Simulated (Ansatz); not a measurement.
# CoSi2 (Fm-3m): from the cell to its phonons

Aim: the vibrations of CoSi2 (Fm-3m), their spectra, and whether the structure is stable.

Calculated with Ansatz 0.2.0; DFT PBEsol, scalar-relativistic, plane waves, PAW; PAW set soft_1.

The database entry behind the starting cell differs from later determinations by our own check (0.1 to 0.3 % short, probably kX units), so it need not match the best structure at ambient conditions.

## (1) The structure

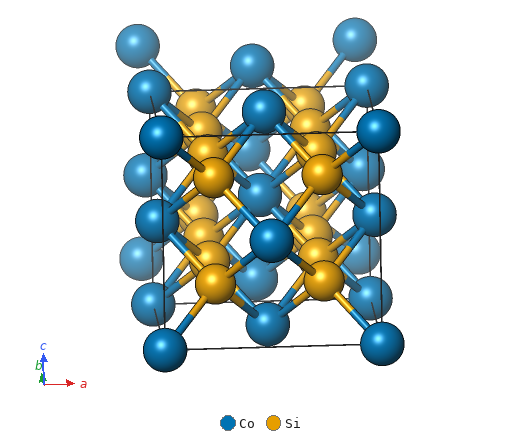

The cell as given, slightly off an axis (cobalt blue, silicon orange). 1×2×1 cells are drawn. This picture shows the conventional cell, with its axes. Some periodic images of atoms are drawn too.

## (2) Bringing the structure to rest

Harmonic phonons are second derivatives at a point where the forces vanish, and they are wanted at zero stress, so atoms and cell are relaxed first.

input.yaml

```yaml
crystal:
  lattice:
    - [0.0, 2.678, 2.678]
    - [2.678, 0.0, 2.678]
    - [2.678, 2.678, 0.0]
  atoms:
    - { symbol: Co, position: [0.0, 0.0, 0.0] }
    - { symbol: Si, position: [0.25, 0.25, 0.25] }
    - { symbol: Si, position: [0.75, 0.75, 0.75] }
kpoints:
  mp_grid: { grid: [14, 14, 14] }
hamiltonian:
  xc: pbesol
  pseudopotentials: { kind: paw, azcp: { folder: soft_1 }, xc_functional: pbe }
scf:
  occupations: { method: gaussian, width: 0.1 }
output:
  forces: true
  stress: true
  eigenvalues: true
  write_density: true
  write_potential: true
  elf: true
  volumetric_format: npy
relax:
  adjacent_minimum: "off"
  f_tol: 0.005
  max_steps: 80
  cell: { stress_tol: 0.05 }
```

Started as:

```sh
$ ansatz run input.yaml --threads 4 --pin off --max-ram 10240MiB --backend cpu --events-out ev --progress --plain --runs-dir out
```

Numbers of over 12 decimals in the logs are rounded to 6 here.

The log of the run:

```text
Engine: ansatz 0.2.0, aarch64-unknown-linux-gnu
Pseudopotentials: kind: paw
Pseudopotential: Co, paw, valence charge 17, recommended cutoff 420 eV (normal), soft_1/Co.paw.azcp
Pseudopotential: Si, paw, valence charge 4, recommended cutoff 420 eV (normal), soft_1/Si.paw.azcp
Functional definition: PBEsol
  exchange = pbesol_x
  correlation = pbesol_c
Crystal: 3 atoms, lattice volume = 38.412 Å³
Basis set: ecut = 420 eV, 749 PW (Γ), exchange–correlation on 54×54×54 points (8 copies of the dense FFT grid, shifted against one another)
Bands: 17, of which v1, the nominal top of the filled ones, is band 13 counted from 1 (12 counted from 0)
Symmetry: 48 space group operations
Space group: Fm-3m (ITA 225), of the structure as read, at distance tolerance 3.4e-5 Å
k-points: 104 of 2744
Non-local potential: Co, projectors of the file, l = 0: 3, l = 1: 2, l = 2: 3, l = 3: 1
Non-local potential: Si, projectors of the file, l = 0: 2, l = 1: 2, l = 2: 1
PAW form: soft (Blöchl's): semilocal exchange-correlation on the pseudo side does not see the compensation charge
PAW frozen core: Co, regenerated for the run's functional, and the local potential with it (the file was generated under x = pbe(κ = 0.804, μ = 0.219515), c = pbe(β = 0.066725))
PAW frozen core: Si, regenerated for the run's functional, and the local potential with it (the file was generated under x = pbe(κ = 0.804, μ = 0.219515), c = pbe(β = 0.066725))
PAW one-centre angular grid: Co, 590 points (default); XC on 64 Gauss nodes
PAW one-centre angular grid: Si, 110 points (default); XC on 64 Gauss nodes
Initial density: superposition of atomic densities (chi_scale 0.1, normalization cell, long waves kept (reshape's long-wave potential 0.00 eV rms))
Initial wavefunctions: pseudopotential atomic-orbital guess
Functional: x = pbesol(κ = 0.804, μ = 0.123457), c = pbesol(β = 0.046)
SCF iter   1: F=—  HF=-6338.972865 eV  |F-HF|=—  |Δ(HF+E_count)|=         —  Δρ=1.40e-1  dr2=8.43e0  ethr=3.10e-3  ⟨swp⟩=5.5  Hψ=9135  notcnv=0
preconditioner: auto → Kerker (q_TF=auto, 2.540 Å⁻¹)  [metal: Δε(μ)=0.012 eV  Ē_g=8.735 eV  σ=0.100 eV  W_gap=0.07  n_scr=14 (ndim 8)  ℏωp=24.7 eV  f_vac=0.000  D(μ)=1.20/eV (n_scr^D=14)]
SCF iter   2: F=—  HF=-6338.209443 eV  |F-HF|=—  |Δ(HF+E_count)|=   7.63e-1  Δρ=5.93e-2  dr2=2.11e0  ethr=3.10e-3  ⟨swp⟩=2.5  Hψ=3548  notcnv=0  defer=41
SCF iter   3: F=—  HF=-6337.742330 eV  |F-HF|=—  |Δ(HF+E_count)|=   4.67e-1  Δρ=2.11e-2  dr2=2.40e-1  ethr=3.10e-3  ⟨swp⟩=2.2  Hψ=3056  notcnv=0  defer=41
SCF iter   4: F=—  HF=-6337.713234 eV  |F-HF|=—  |Δ(HF+E_count)|=   2.91e-2  Δρ=9.55e-3  dr2=2.56e-2  ethr=9.59e-4  ⟨swp⟩=2.0  Hψ=3000  notcnv=0  defer=39
SCF iter   5: F=—  HF=-6337.712333 eV  |F-HF|=—  |Δ(HF+E_count)|=   9.01e-4  Δρ=3.26e-3  dr2=5.33e-3  ethr=1.02e-4  ⟨swp⟩=1.1  Hψ=1834  notcnv=0  defer=39
SCF iter   6: F=—  HF=-6337.711631 eV  |F-HF|=—  |Δ(HF+E_count)|=   7.02e-4  Δρ=7.70e-4  dr2=4.05e-4  ethr=2.13e-5  ⟨swp⟩=1.1  Hψ=1766  notcnv=0  defer=39
SCF iter   7: F=—  HF=-6337.711639 eV  |F-HF|=—  |Δ(HF+E_count)|=   8.31e-6  Δρ=1.45e-4  dr2=1.34e-5  ethr=1.62e-6  ⟨swp⟩=2.4  Hψ=2548  notcnv=0  defer=39
SCF iter   8: F=—  HF=-6337.711630 eV  |F-HF|=—  |Δ(HF+E_count)|=   9.48e-6  Δρ=1.57e-5  dr2=1.59e-7  ethr=5.35e-8  ⟨swp⟩=2.1  Hψ=2200  notcnv=0  defer=39
SCF iter   9: F=-6337.711630 eV  HF=-6337.711630 eV  |F-HF|=1.98e-9  |Δ(HF+E_count)|=   3.41e-8  Δρ=2.88e-6  dr2=2.72e-9  ethr=4.00e-10  ⟨swp⟩=10.2  Hψ=12216  notcnv=0
SCF 1 converged in 9 iterations: F = -6337.711630 eV  dr2 = 2.72e-9
  greatest PAW one-centre occupation: 1.000 electrons in one spin orbital (limit 2), on the Co atom at site 0 (counted from 0), in its partial waves of l = 1
relax step   1: F+E_penalty+E_count = -6337.71162969 eV  Δ(F+E_penalty+E_count) = +0.000e0 eV  max|allowed force component| = 1.696e-17 eV/Å  Δτ_max = 0.0000 Å  P = -4.471 GPa  Ω = 38.412 Å³  (9 SCF iters, dr2 threshold 1.00e-7 eV, accepted)
Crystal: 3 atoms, lattice volume = 37.863 Å³
Basis set: ecut = 420 eV, 725 PW (Γ), exchange–correlation on 54×54×54 points (8 copies of the dense FFT grid, shifted against one another)
Initial density: handed on by an earlier stage of this run
Initial wavefunctions: those handed on with the density
iter 1 solved again at ethr=2.96e-6 eV; its pass at ethr=3.10e-3 eV (dr2=7.39e-4 eV) is discarded
SCF iter   1: F=—  HF=-6337.722904 eV  |F-HF|=—  |Δ(HF+E_count)|=         —  Δρ=1.23e-3  dr2=7.91e-4  ethr=2.96e-6  ⟨swp⟩=1.5  Hψ=10266  notcnv=0
preconditioner: auto → Kerker (q_TF=auto, 2.546 Å⁻¹)  [metal: Δε(μ)=0.090 eV  Ē_g=8.269 eV  σ=0.100 eV  W_gap=0.40  n_scr=14 (ndim 8)  ℏωp=24.9 eV  f_vac=0.000  D(μ)=1.03/eV (n_scr^D=8)]
SCF iter   2: F=—  HF=-6337.722818 eV  |F-HF|=—  |Δ(HF+E_count)|=   8.58e-5  Δρ=7.86e-4  dr2=3.69e-4  ethr=2.96e-6  ⟨swp⟩=1.0  Hψ=1768  notcnv=0
SCF iter   3: F=—  HF=-6337.722730 eV  |F-HF|=—  |Δ(HF+E_count)|=   8.79e-5  Δρ=1.96e-4  dr2=2.10e-5  ethr=1.48e-6  ⟨swp⟩=1.8  Hψ=2367  notcnv=0
SCF iter   4: F=—  HF=-6337.722723 eV  |F-HF|=—  |Δ(HF+E_count)|=   7.48e-6  Δρ=1.10e-4  dr2=4.15e-6  ethr=8.40e-8  ⟨swp⟩=2.1  Hψ=2316  notcnv=0
SCF iter   5: F=—  HF=-6337.722724 eV  |F-HF|=—  |Δ(HF+E_count)|=   6.61e-7  Δρ=3.40e-5  dr2=5.54e-7  ethr=1.66e-8  ⟨swp⟩=1.0  Hψ=1768  notcnv=0
SCF iter   6: F=-6337.722724 eV  HF=-6337.722724 eV  |F-HF|=3.89e-10  |Δ(HF+E_count)|=   1.21e-7  Δρ=7.44e-6  dr2=2.59e-8  ethr=1.20e-9  ⟨swp⟩=8.9  Hψ=11218  notcnv=0
SCF 2 converged in 6 iterations: F = -6337.722724 eV  dr2 = 2.59e-8
relax step   2: F+E_penalty+E_count = -6337.72272372 eV  Δ(F+E_penalty+E_count) = -1.109e-2 eV  max|allowed force component| = 1.110e-16 eV/Å  Δτ_max = 0.0000 Å  P = -1.884 GPa  Ω = 37.863 Å³  energy of the carried Pulay correction = +1.581e-4 eV  (6 SCF iters, dr2 threshold 3.00e-7 eV, accepted)
Crystal: 3 atoms, lattice volume = 37.474 Å³
iter 1 solved again at ethr=1.74e-6 eV; its pass at ethr=3.10e-3 eV (dr2=4.35e-4 eV) is discarded
SCF iter   1: F=—  HF=-6337.725147 eV  |F-HF|=—  |Δ(HF+E_count)|=         —  Δρ=8.89e-4  dr2=4.06e-4  ethr=1.74e-6  ⟨swp⟩=2.0  Hψ=10278  notcnv=0
preconditioner: auto → Kerker (q_TF=auto, 2.550 Å⁻¹)  [metal: Δε(μ)=0.092 eV  Ē_g=8.343 eV  σ=0.100 eV  W_gap=0.41  n_scr=14 (ndim 8)  ℏωp=25.0 eV  f_vac=0.000  D(μ)=1.02/eV (n_scr^D=8)]
SCF iter   2: F=—  HF=-6337.725105 eV  |F-HF|=—  |Δ(HF+E_count)|=   4.17e-5  Δρ=5.71e-4  dr2=1.91e-4  ethr=1.62e-6  ⟨swp⟩=1.0  Hψ=1768  notcnv=0
SCF iter   3: F=—  HF=-6337.725046 eV  |F-HF|=—  |Δ(HF+E_count)|=   5.93e-5  Δρ=1.40e-4  dr2=1.06e-5  ethr=7.64e-7  ⟨swp⟩=1.8  Hψ=2371  notcnv=0
SCF iter   4: F=—  HF=-6337.725047 eV  |F-HF|=—  |Δ(HF+E_count)|=   7.84e-7  Δρ=8.16e-5  dr2=2.21e-6  ethr=4.26e-8  ⟨swp⟩=2.1  Hψ=2347  notcnv=0
iter 5 did not close the SCF: its close was put off for the readings that it lacked (scf_convergence_deferred on its scf_iter line)
SCF iter   5: F=-6337.725047 eV  HF=-6337.725047 eV  |F-HF|=1.49e-8  |Δ(HF+E_count)|=   3.35e-7  Δρ=2.40e-5  dr2=2.83e-7  ethr=8.83e-9  ⟨swp⟩=1.0  Hψ=1768  notcnv=0
SCF iter   6: F=-6337.725047 eV  HF=-6337.725047 eV  |F-HF|=3.89e-10  |Δ(HF+E_count)|=   6.44e-8  Δρ=5.57e-6  dr2=1.43e-8  ethr=1.13e-9  ⟨swp⟩=6.3  Hψ=10574  notcnv=0
SCF 3 converged in 6 iterations: F = -6337.725047 eV  dr2 = 1.43e-8
relax step   3: F+E_penalty+E_count = -6337.72504709 eV  Δ(F+E_penalty+E_count) = -2.323e-3 eV  max|allowed force component| = 8.635e-17 eV/Å  Δτ_max = 0.0000 Å  P = +0.085 GPa  Ω = 37.474 Å³  energy of the carried Pulay correction = +2.717e-4 eV  (6 SCF iters, dr2 threshold 3.00e-7 eV, accepted)
[...]
relax step   4: F+E_penalty+E_count = -6337.72504663 eV  Δ(F+E_penalty+E_count) = +4.565e-7 eV  max|allowed force component| = 1.449e-16 eV/Å  Δτ_max = 0.0000 Å  P = +0.000 GPa  Ω = 37.490 Å³  energy of the carried Pulay correction = +2.670e-4 eV  (6 SCF iters, accepted)
Initial wavefunctions: pseudopotential atomic-orbital guess (no wavefunctions were taken with the density)
iter 1 solved again at ethr=8.19e-7 eV; its pass at ethr=3.10e-3 eV (dr2=2.05e-4 eV) is discarded
SCF iter   1: F=—  HF=-6337.724789 eV  |F-HF|=—  |Δ(HF+E_count)|=         —  Δρ=2.68e-5  dr2=3.49e-8  ethr=8.19e-7  ⟨swp⟩=3.1  Hψ=13646  notcnv=0
eigensolver tolerance schedule: the retry pair's looser diagonalisation over-reported the residual by 5868.90 of it (diagonalisation noise at an unbounded share of the residual, at the tolerance the schedule requests for it); recorded, not acted on — ethr = c·dr2/N_el stays at c = 1.0e-1
SCF iter   2: F=—  HF=-6337.724779 eV  |F-HF|=—  |Δ(HF+E_count)|=   1.08e-5  Δρ=2.02e-5  dr2=7.32e-8  ethr=1.40e-10  ⟨swp⟩=2.7  Hψ=3350  notcnv=0
SCF iter   3: F=—  HF=-6337.724779 eV  |F-HF|=—  |Δ(HF+E_count)|=  9.42e-10  Δρ=4.22e-6  dr2=2.10e-9  ethr=1.40e-10  ⟨swp⟩=1.7  Hψ=2147  notcnv=0
SCF iter   4: F=—  HF=-6337.724779 eV  |F-HF|=—  |Δ(HF+E_count)|=  5.54e-10  Δρ=1.05e-6  dr2=1.89e-10  ethr=8.42e-12  ⟨swp⟩=2.1  Hψ=2522  notcnv=0
SCF iter   5: F=—  HF=-6337.724779 eV  |F-HF|=—  |Δ(HF+E_count)|=  1.36e-10  Δρ=4.12e-7  dr2=4.57e-11  ethr=1.00e-12  ⟨swp⟩=1.1  Hψ=1910  notcnv=0
SCF iter   6: F=-6337.724779 eV  HF=-6337.724779 eV  |F-HF|=2.73e-12  |Δ(HF+E_count)|=  4.55e-12  Δρ=9.98e-8  dr2=2.93e-12  ethr=1.00e-12  ⟨swp⟩=5.4  Hψ=6840  notcnv=0
SCF 5 converged in 6 iterations: F = -6337.724779 eV  dr2 = 2.93e-12
relax step   5: F+E_penalty+E_count = -6337.72477855 eV  Δ(F+E_penalty+E_count) = +2.681e-4 eV  max|allowed force component| = 1.449e-16 eV/Å  Δτ_max = 0.0000 Å  P = +0.003 GPa  Ω = 37.490 Å³  stress off target by 2.92e-3 GPa  SCF on the basis re-selected at this cell (its energy is not comparable with the rows above)  (6 SCF iters)
basis re-selected at this cell: Δ(F+E_penalty+E_count) = +2.681e-4 eV, ΔP = +0.003 GPa vs the last step (what re-selecting the basis moved, of the pressure what is left beyond the Pulay correction that the steps carried, after the strain that the cell walked since its last selection, with what the two solves' SCF thresholds leave and, on support functions, any second-order correction that the steps lacked; it is no m [...]
SCF converged after 6 iterations
Free energy (F): -6337.724779 eV
Harris-Foulkes:  -6337.724779 eV  (|F-HF|=2.73e-12)
Internal energy: -6337.719665 eV  (E = F + TS)
E sigma→0 (E₀):  -6337.722222 eV
Entropy (-TS):   -0.005114 eV (-1.705 meV/atom)
Fermi energy:    13.182152 eV
--- Per-component energies (eV) ---
  E_band       = -277.305280
  E_kinetic    = 385.889934
  E_local      = -3883.204836  (includes V_loc(G=0)·N_el)
  E_nonlocal   = 481.162435
  E_hartree    = 1760.951916
  E_xc         = -208.815467
  E_vxc        = -221.187919  (∫ρ·V_xc dr)
  E_paw        = -2536.623723  (= ΣΔE_a)
  E_vpaw       = -561.868615  (= ΣTr[D̂ρ^β])
  E_aug_tail   = 0.000013  (compensation charges beyond the density's cutoff)
  E_ewald      = -2337.331478
  E_core_change = 0.251541  (= ΣΔE_core)
  E_smearing   = -0.005114  (= −TS)
  E_closure    = 0.000000  (closes the sum)
  Σ components = -6337.724779   (vs F -6337.724779, Δ=0.00e0)
--- Forces (eV/Å), atoms counted from 1 ---
  atom   1  Co    -0.00000000     0.00000000     0.00000000
  atom   2  Si    -0.00000000     0.00000000     0.00000000
  atom   3  Si     0.00000000    -0.00000000    -0.00000000
  max |Σ_I F_I| component: 6.48e-17 eV/Å
--- Stress (GPa, compression-positive) ---
        0.002920      -0.000000      -0.000000
       -0.000000       0.002920      -0.000000
       -0.000000      -0.000000       0.002920
  P = ⅓ Tr σ = 0.0029 GPa (0.029 kbar)
--- Band table (eV; the first three rows and the last of 104) ---
  k-point 0: bands = [... 9 lower, 11.1793, 14.1813, 16.5892, 16.5892, 16.5892, 16.7069, 16.7069, 16.7069]
  k-point 1: bands = [... 9 lower, 11.1544, 14.2287, 15.3834, 15.9914, 15.9914, 17.3394, 17.3394, 17.9927]
  k-point 2: bands = [... 9 lower, 11.0946, 13.6832, 15.0370, 15.3580, 15.3580, 17.7023, 17.7023, 18.4057]
  k-point 103: bands = [... 9 lower, 10.9051, 11.1293, 11.6527, 12.4396, 16.3528, 17.5761, 18.4570, 20.4280]
--- Relaxed structure (4 steps of the walk, 4 accepted, 1 SCFs on fresh bases) ---
  F+E_penalty+E_count = -6337.72477855 eV   max|allowed force component| = 1.449e-16 eV/Å   (the final SCF, on the basis selected at the relaxed cell)
  cell:  # Å, volume = 37.4899 Å³
    - [0, 2.656408, 2.656408]
    - [2.656408, 0, 2.656408]
    - [2.656408, 2.656408, 0]
  atoms:
    - { symbol: Co, position: [0, 0, 0] }
    - { symbol: Si, position: [0.250000, 0.250000, 0.250000] }
    - { symbol: Si, position: [0.750000, 0.750000, 0.750000] }
```

The job ended after 6.1 s (4 threads of Arm Neoverse V1, shared host; peak memory 0.33 GiB).

This run has no spin polarisation, although Co can carry a moment.

The steps of the relaxation:

```tsv
step	energy less that of the first step (eV)	largest force component (eV/Å)	pressure (GPa)	volume (Å³)
1	0.0000	0.0000	-4.47	38.41
2	-0.0111	0.0000	-1.88	37.86
3	-0.0134	0.0000	0.08	37.47
4	-0.0134	0.0000	0.00	37.49
5*	-0.0131	0.0000	0.00	37.49
```

Relaxation steps marked * repeat the geometry before them on a plane-wave basis chosen anew for their cell, so energy and pressure can jump there.

The run keeps the 48 symmetry operations that it works with, so distortions that break them were not tested.

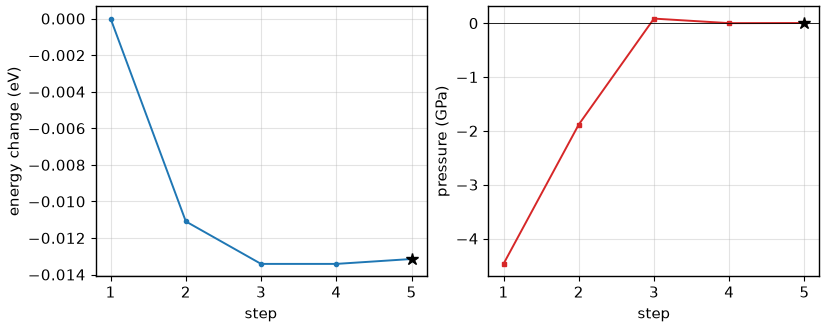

Energy and pressure along the relaxation. Stars mark steps on a basis chosen anew.

```tsv
conventional cell, symmetrised	before	after	change
a (Å)	5.356	5.313	-0.8 %
b (Å)	5.356	5.313	-0.8 %
c (Å)	5.356	5.313	-0.8 %
volume (Å³/atom)	12.80	12.50	-2.4 %
```

The relaxed structure:

```xyz
3
Lattice="0.0000 2.6564 2.6564 2.6564 0.0000 2.6564 2.6564 2.6564 0.0000" Properties=species:S:1:pos:R:3 pbc="T T T"
Co    0.0000    0.0000    0.0000
Si    1.3282    1.3282    1.3282
Si    3.9846    3.9846    3.9846
```

This step gave:

| Quantity | Value |
| --- | --- |
| pressure | 0.002920 GPa |
| volume per atom | 12.50 Å³ |
| gap on the k-mesh | 0 eV |

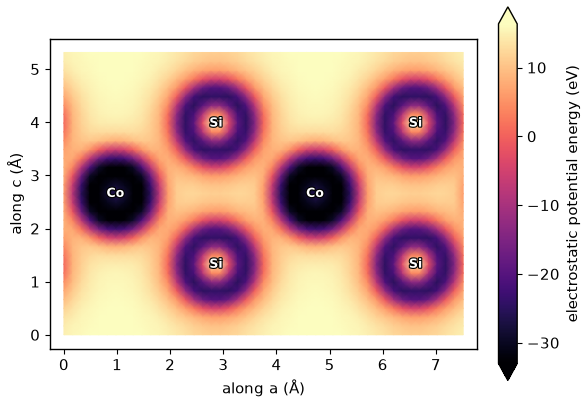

Electrostatic potential energy in the ac plane of a cell with a along [110], b along [-110] and c along [001] of the cube at fractional y = 0.000, with atoms of Co and Si within 0.2 Å of it. With pseudopotentials it is smooth inside the atoms' cores, unlike the true potential. The map starts off the cell's origin, so that atoms lie inside it.

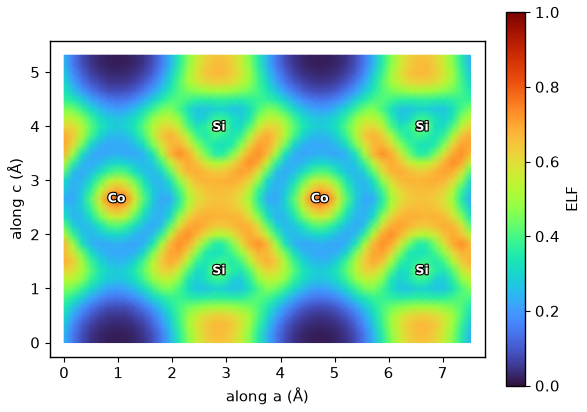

ELF in the ac plane of a cell with a along [110], b along [-110] and c along [001] of the cube at fractional y = 0.000, with atoms of Co and Si within 0.2 Å of it. It is the smooth field of the valence electrons, not physical close to the nuclei. The map starts off the cell's origin, so that atoms lie inside it.

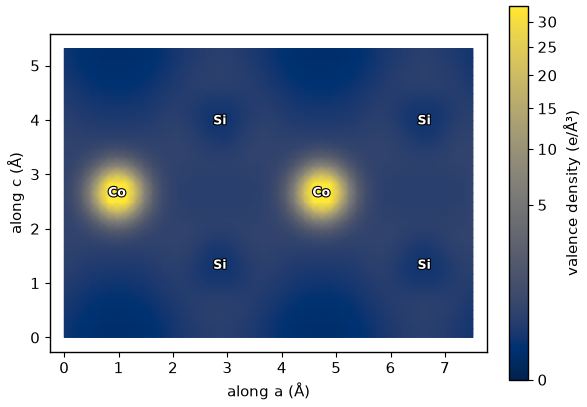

Valence density in the ac plane of a cell with a along [110], b along [-110] and c along [001] of the cube at fractional y = 0.000, with atoms of Co and Si within 0.2 Å of it. It is the smooth field of the valence electrons, not physical close to the nuclei. The map starts off the cell's origin, so that atoms lie inside it. The colour scale is stretched toward low values.

In this step the volume went from 12.80 to 12.50 Å³/atom.

## (3) Relaxing to small forces for the phonons

Phonons need a cell at rest on their own settings, so the relaxation is repeated with tight tolerances on forces and stress, using the mesh and the filling of the phonon run that follows.

input.yaml

```yaml
crystal:
  lattice:
    - [0.0, 2.6564082749, 2.6564082749]
    - [2.6564082749, 0.0, 2.6564082749]
    - [2.6564082749, 2.6564082749, 0.0]
  atoms:
    - { symbol: Co, position: [0.0, 0.0, 0.0] }
    - { symbol: Si, position: [0.25, 0.25, 0.25] }
    - { symbol: Si, position: [0.75, 0.75, 0.75] }
kpoints:
  mp_grid: { grid: [16, 16, 16] }
hamiltonian:
  xc: pbesol
  pseudopotentials: { kind: paw, azcp: { folder: soft_1 }, xc_functional: pbe }
scf:
  occupations: { method: methfessel_paxton, width: 0.2 }
output:
  forces: true
  stress: true
  eigenvalues: true
relax:
  adjacent_minimum: "off"
  f_tol: 0.001
  max_steps: 60
  cell: { stress_tol: 0.01 }
```

The log of the run:

```text
[...]
Crystal: 3 atoms, lattice volume = 37.490 Å³
Basis set: ecut = 420 eV, 725 PW (Γ), exchange–correlation on 54×54×54 points (8 copies of the dense FFT grid, shifted against one another)
Bands: 17, of which v1, the nominal top of the filled ones, is band 13 counted from 1 (12 counted from 0)
Symmetry: 48 space group operations
[...]
k-points: 145 of 4096
[...]
k-point 144: bands = [... 9 lower, 10.7892, 11.1326, 11.6582, 12.4727, 16.9269, 16.9269, 18.9635, 19.8477]
--- Relaxed structure (3 steps of the walk, 3 accepted, 1 SCFs on fresh bases) ---
[...]
cell:  # Å, volume = 37.4843 Å³
    - [0, 2.656275, 2.656275]
    - [2.656275, 0, 2.656275]
    - [2.656275, 2.656275, 0]
  atoms:
    - { symbol: Co, position: [0, 0, 0] }
    - { symbol: Si, position: [0.25, 0.25, 0.25] }
    - { symbol: Si, position: [0.75, 0.75, 0.75] }
[key lines of the parts left out:]
SCF converged after 9 iterations
Free energy (F): -6337.721802 eV
Fermi energy:    13.149055 eV
P = ⅓ Tr σ = 0.0001 GPa (0.001 kbar)
```

The job ended after 5.9 s (4 threads; peak memory 0.34 GiB).

Little changed from the start: no atom moved by 0.005 Å and no cell edge by 0.1 %.

Numbers from this step:

```yaml
pressure: 9.37e-5 GPa
volume_per_atom: 12.49 Å³
```

The forces vanish by symmetry and the pressure is 0.000 GPa, within the tolerances set. The cell now holds 12.49 Å³/atom.

(Part 1 of 2 ends here.)

[Logs are printed without paths, hosts, clocks, repeated set-up lines and the standing remarks that a program may print on its own settings, such as how far it seeks lower states.]

[Hosts, paths, dates, database ids (printed as entryN), source tags and the programs' standing remarks are cut or masked in the printed files.]
